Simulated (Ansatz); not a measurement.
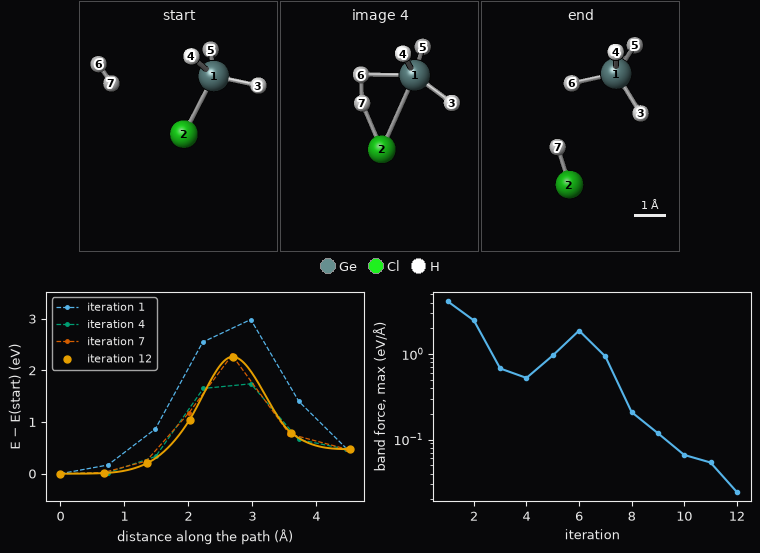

A nudged-elastic-band calculation for GeH5Cl, made up at the start of GeH3Cl and H$_{2}$. Images are numbered from 0 (start) to 6 (end). The plot follows the band through its iterations. The picture is a ball-and-stick view, seen at a tilt.

These are results of RKS B3LYP-D4/def2-SVP in Ansatz, not measurements. Set-up: 5 movable images; climbing image; force threshold 0.05 eV/Å; iteration limit 60; starting path through a guess of the saddle point.

**Judge this run.**

The run is converged, with reservations. The band converged in 12 iterations. The largest component of the band force went from 4.2 to 0.024 eV/Å. The climbing image converged on the top of the path. Its vibrational analysis gives 2 imaginary modes over 30i cm⁻¹, so it isn't confirmed as a transition state. The first iteration put the highest image at 2.99 eV. The energy climbs by 2.26 eV to image 4 and then falls by 1.79 eV, so the end point sits at +0.48 eV.

Limits of the set-up: the start holds two separate molecules, 2.9 Å apart at their closest, whose relative position is a soft coordinate.

The run took 2.5 min on 1 thread of Arm Neoverse V1, on a shared host, peak memory 0.17 GiB.
